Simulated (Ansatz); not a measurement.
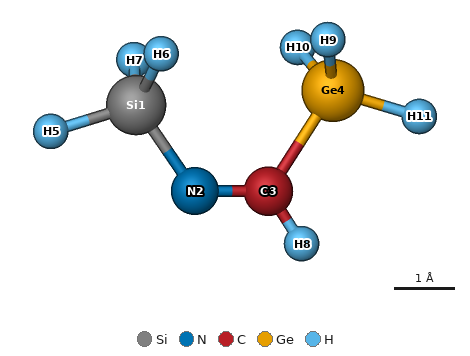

The input geometry (ball-and-stick view, seen at a tilt; atoms are numbered from 1 in the order of the input). Sticks mark near contacts.

## Geometry relaxation, with input and output: CH7GeNSi (part 1 of 2)

System: CH7GeNSi.
Method: RKS PBE0-D4/def2-SVP (Ansatz 0.2.0).

It belongs to a series of runs on one base structure; here: end point A relaxed. Figures and captions count atoms from 1; the log counts them from 0 in places.

Input
```yaml
crystal:
  periodic: [false, false, false]
  atoms:
    - { symbol: Si, position_ang: [-0.9214, 1.3913, -0.5516] }
    - { symbol: "N", position_ang: [-1.3576, -0.3095, -0.5017] }
    - { symbol: C, position_ang: [-0.5998, -1.234, -0.0878] }
    - { symbol: Ge, position_ang: [1.2975, -0.9132, 0.5949] }
    - { symbol: H, position_ang: [-2.118, 2.1633, -1.1283] }
    - { symbol: H, position_ang: [-0.6792, 1.9406, 0.7915] }
    - { symbol: H, position_ang: [0.2286, 1.6533, -1.4218] }
    - { symbol: H, position_ang: [-0.8804, -2.2438, -0.0938] }
    - { symbol: H, position_ang: [1.1603, 0.0365, 1.8686] }
    - { symbol: H, position_ang: [2.0868, -0.2675, -0.4878] }
    - { symbol: H, position_ang: [1.8485, -2.2739, 1.0383] }
basis:
  gaussian: { orbitals: def2-SVP }
hamiltonian:
  xc: pbe0
  dispersion: d4
relax:
  f_tol: 0.02
  max_steps: 50
output:
  orbitals: {}
```

Hardware: 2 threads of Intel Xeon (Granite Rapids), 16 GiB of memory available, shared host.

Command:
```bash
ansatz run input.yaml --threads 2 --pin off --max-ram 3072MiB --backend cpu --events-out ev --progress --plain --runs-dir out
```

What the program printed
```
The last accepted step is kept in [file] (removed where the run ends without a failure and the disk answers)
Engine: ansatz 0.2.0, x86_64-unknown-linux-gnu
Functional definition: PBE0
  parameter a = 0.25
  parameter kappa = 0.804
  parameter beta = 0.06672455060314922
  exchange = (1 - a)*pbe_x(kappa = kappa, mu = beta*pi^2/3) + a*exact_x
  correlation = pbe_c(beta = beta)
1228 factors; integrals over basis functions are off by at most 3.3e-4 eV
mean field evaluation 1: about -67006.5819 eV, gradient 4.2e1 eV
mean field evaluation 2: about -66999.1571 eV, gradient 6.8e1 eV
mean field evaluation 4: about -67010.3162 eV, gradient 5.4e0 eV
mean field evaluation 8: about -67010.4029 eV, gradient 8.9e-2 eV
mean field evaluation 16: about -67010.4029 eV, gradient 4.9e-5 eV
mean field -67010.40290158 eV, -2462.5868853508 hartree, gradient 4.9e-5 eV, S^2 0.000000; 0 other end points of the search recorded, 0 dependent functions left out
the calculation of the forces begins
reference -67010.40293127 eV, -2462.5868864419 hartree; 33, 33 occupied and 80, 80 virtual orbitals, 1228 factors
relax step   1: F+E_penalty+E_count = -67010.61857805 eV  Δ(F+E_penalty+E_count) = +0.000e0 eV  max|allowed force component| = 2.543e0 eV/Å  Δτ_max = 0.0000 Å  (26 SCF iters, accepted)
these checks for a lower state are left out or cut short: starts, cluster_reference, orbital_swaps, neighbouring_geometries, increment
1228 factors; integrals over basis functions are off by at most 4.1e-4 eV
mean field -67010.60436301 eV, -2462.5942889217 hartree, gradient 2.3e-5 eV, S^2 0.000000; 0 other end points of the search recorded, 0 dependent functions left out
[... from here on the field's lines of each further geometry are left out, up to the last ...]
relax step   2: F+E_penalty+E_count = -67010.81603016 eV  Δ(F+E_penalty+E_count) = -1.975e-1 eV  max|allowed force component| = 6.335e-1 eV/Å  Δτ_max = 0.1157 Å  (30 SCF iters, accepted)
relax step   3: F+E_penalty+E_count = -67010.81408543 eV  Δ(F+E_penalty+E_count) = +1.945e-3 eV  max|allowed force component| = 8.986e-1 eV/Å  Δτ_max = 0.1059 Å  (31 SCF iters, rejected (line search))
relax step   4: F+E_penalty+E_count = -67010.85934064 eV  Δ(F+E_penalty+E_count) = -4.331e-2 eV  max|allowed force component| = 2.651e-1 eV/Å  Δτ_max = 0.0529 Å  (32 SCF iters, accepted)
relax step   5: F+E_penalty+E_count = -67010.86001017 eV  Δ(F+E_penalty+E_count) = -6.695e-4 eV  max|allowed force component| = 2.024e-1 eV/Å  Δτ_max = 0.0297 Å  (31 SCF iters, accepted)
relax step   6: F+E_penalty+E_count = -67010.86462735 eV  Δ(F+E_penalty+E_count) = -4.617e-3 eV  max|allowed force component| = 5.235e-2 eV/Å  Δτ_max = 0.0273 Å  (31 SCF iters, accepted)
relax step   7: F+E_penalty+E_count = -67010.86486068 eV  Δ(F+E_penalty+E_count) = -2.333e-4 eV  max|allowed force component| = 3.545e-2 eV/Å  Δτ_max = 0.0128 Å  (25 SCF iters, accepted)
relax step   8: F+E_penalty+E_count = -67010.86638559 eV  Δ(F+E_penalty+E_count) = -1.525e-3 eV  max|allowed force component| = 1.159e-2 eV/Å  Δτ_max = 0.0723 Å  (31 SCF iters, accepted)
relax step   9: F+E_penalty+E_count = -67010.86739677 eV  Δ(F+E_penalty+E_count) = -1.011e-3 eV  max|allowed force component| = 5.199e-2 eV/Å  Δτ_max = 0.0613 Å  (31 SCF iters, accepted)
relax step  10: F+E_penalty+E_count = -67010.86888954 eV  Δ(F+E_penalty+E_count) = -1.493e-3 eV  max|allowed force component| = 1.017e-1 eV/Å  Δτ_max = 0.1034 Å  (30 SCF iters, accepted)
relax step  11: F+E_penalty+E_count = -67010.87106787 eV  Δ(F+E_penalty+E_count) = -2.178e-3 eV  max|allowed force component| = 1.816e-1 eV/Å  Δτ_max = 0.0818 Å  (31 SCF iters, accepted)
relax step  12: F+E_penalty+E_count = -67010.87360809 eV  Δ(F+E_penalty+E_count) = -2.540e-3 eV  max|allowed force component| = 3.149e-1 eV/Å  Δτ_max = 0.1397 Å  (29 SCF iters, accepted)
relax step  13: F+E_penalty+E_count = -67010.87958383 eV  Δ(F+E_penalty+E_count) = -5.976e-3 eV  max|allowed force component| = 2.875e-1 eV/Å  Δτ_max = 0.0821 Å  (31 SCF iters, accepted)
relax step  14: F+E_penalty+E_count = -67010.90398806 eV  Δ(F+E_penalty+E_count) = -2.440e-2 eV  max|allowed force component| = 1.871e-1 eV/Å  Δτ_max = 0.2000 Å  (30 SCF iters, accepted)
relax step  15: F+E_penalty+E_count = -67010.90818578 eV  Δ(F+E_penalty+E_count) = -4.198e-3 eV  max|allowed force component| = 7.335e-2 eV/Å  Δτ_max = 0.1069 Å  (30 SCF iters, accepted)
relax step  16: F+E_penalty+E_count = -67010.91016122 eV  Δ(F+E_penalty+E_count) = -1.975e-3 eV  max|allowed force component| = 2.164e-1 eV/Å  Δτ_max = 0.1954 Å  (28 SCF iters, accepted)
relax step  17: F+E_penalty+E_count = -67010.91895113 eV  Δ(F+E_penalty+E_count) = -8.790e-3 eV  max|allowed force component| = 3.513e-1 eV/Å  Δτ_max = 0.0921 Å  (29 SCF iters, accepted)
relax step  18: F+E_penalty+E_count = -67010.92142300 eV  Δ(F+E_penalty+E_count) = -2.472e-3 eV  max|allowed force component| = 1.069e-1 eV/Å  Δτ_max = 0.0504 Å  (31 SCF iters, accepted)
relax step  19: F+E_penalty+E_count = -67010.92216226 eV  Δ(F+E_penalty+E_count) = -7.393e-4 eV  max|allowed force component| = 8.541e-2 eV/Å  Δτ_max = 0.0785 Å  (30 SCF iters, accepted)
relax step  20: F+E_penalty+E_count = -67010.92256439 eV  Δ(F+E_penalty+E_count) = -4.021e-4 eV  max|allowed force component| = 9.221e-2 eV/Å  Δτ_max = 0.0285 Å  (31 SCF iters, accepted)
relax step  21: F+E_penalty+E_count = -67010.92363249 eV  Δ(F+E_penalty+E_count) = -1.068e-3 eV  max|allowed force component| = 1.520e-2 eV/Å  Δτ_max = 0.0342 Å  (30 SCF iters, accepted)
relax step  22: F+E_penalty+E_count = -67010.92393008 eV  Δ(F+E_penalty+E_count) = -2.976e-4 eV  max|allowed force component| = 1.634e-2 eV/Å  Δτ_max = 0.0333 Å  (31 SCF iters, accepted)
relax step  23: F+E_penalty+E_count = -67010.92409183 eV  Δ(F+E_penalty+E_count) = -1.617e-4 eV  max|allowed force component| = 3.089e-2 eV/Å  Δτ_max = 0.0478 Å  (31 SCF iters, accepted)
relax step  24: F+E_penalty+E_count = -67010.92414678 eV  Δ(F+E_penalty+E_count) = -5.495e-5 eV  max|allowed force component| = 2.068e-2 eV/Å  Δτ_max = 0.0043 Å  (21 SCF iters, accepted)
the calculation of the forces begins
reference -67010.71575965 eV, -2462.5983826727 hartree; 33, 33 occupied and 80, 80 virtual orbitals, 1228 factors
relax step  25: F+E_penalty+E_count = -67010.92418971 eV  Δ(F+E_penalty+E_count) = -4.292e-5 eV  max|allowed force component| = 3.701e-3 eV/Å  Δτ_max = 0.0077 Å  (23 SCF iters, accepted)
1228 factors; integrals over basis functions are off by at most 4.6e-4 eV
mean field evaluation 192: about -67010.7157 eV, gradient 6.3e-3 eV
```

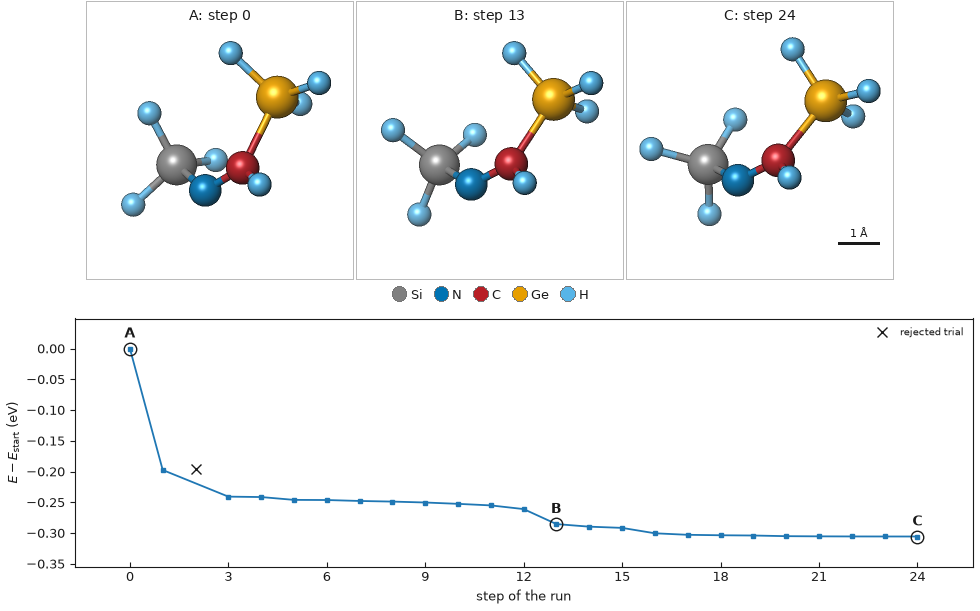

Frames of the relaxation (ball-and-stick view, seen at a tilt) above the curves, on which the letters mark them (the first geometry is step 0 here and step 1 in the log).

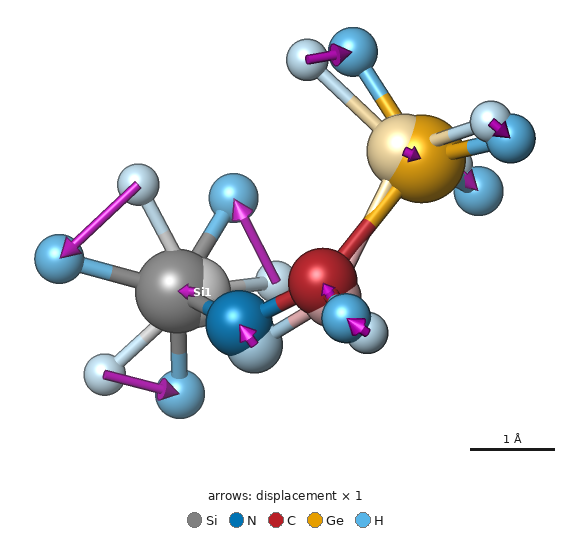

Start (faint) and end (solid) with the displacements as pink arrows, at true length (ball-and-stick view, seen at a tilt). The two geometries are laid on each other by the best rigid fit. After 24 geometry steps the energy has fallen by 0.306 eV. Largest force component: 2.5 eV/Å at the start, 0.0037 eV/Å at the end. The line search rejected the trial step at point 2 (counted from 0) and went back. H6 moves most after the best rigid fit: 1.30 Å. Largest moves by element: H 1.30 Å, N 0.32 Å, Ge 0.23 Å, C 0.22 Å, Si 0.21 Å. Distances before and after: C3–H8 1.048 → 1.112 Å, Ge4–H9 1.595 → 1.539 Å, Ge4–H10 1.487 → 1.539 Å, C3–Ge4 2.042 → 1.995 Å. Among the angles that change: Si1–N2–C3 124.6° → 131.1°, N2–C3–H8 122.8° → 117.6°, N2–Si1–H6 112.1° → 107.3°. (Atoms are counted from 1 in the order of the input.)

```
mean field -67010.71572935 eV, -2462.5983815591 hartree, gradient 2.6e-5 eV, S^2 0.000000; 1 other end points of the search recorded, 0 dependent functions left out
the calculation of the forces begins
reference -67010.71575965 eV, -2462.5983826727 hartree; 33, 33 occupied and 80, 80 virtual orbitals, 1228 factors
Total energy: -67010.92422001 eV, -2462.6060434495 hartree
Atom 0 at    -1.074948     1.507219    -0.450167 Å, force     0.000155    -0.001471    -0.001074 eV/Å
Atom 1 at    -1.362101    -0.196407    -0.164297 Å, force    -0.001592    -0.000075     0.000605 eV/Å
Atom 2 at    -0.568583    -1.133230     0.134297 Å, force     0.003701     0.002040    -0.000546 eV/Å
Atom 3 at     1.405129    -1.033501     0.408230 Å, force     0.000759     0.000671     0.000655 eV/Å
Atom 4 at    -1.543266     1.808976    -1.832480 Å, force    -0.000356     0.000161     0.000139 eV/Å
Atom 5 at    -1.894672     2.265966     0.536475 Å, force     0.000168     0.000554     0.000270 eV/Å
Atom 6 at     0.362233     1.924635    -0.317940 Å, force    -0.000010     0.000068    -0.000451 eV/Å
Atom 7 at    -0.998182    -2.150029     0.266096 Å, force    -0.002659    -0.001605     0.000059 eV/Å
Atom 8 at     1.734585    -0.051950     1.546523 Å, force     0.000108    -0.000690     0.000435 eV/Å
Atom 9 at     2.095666    -0.558205    -0.882284 Å, force    -0.000176     0.000427     0.000527 eV/Å
Atom 10 at     1.909439    -2.440373     0.776048 Å, force    -0.000100    -0.000080    -0.000621 eV/Å
Dipole moment:     0.204077    -0.064682     0.043048 e Å
```
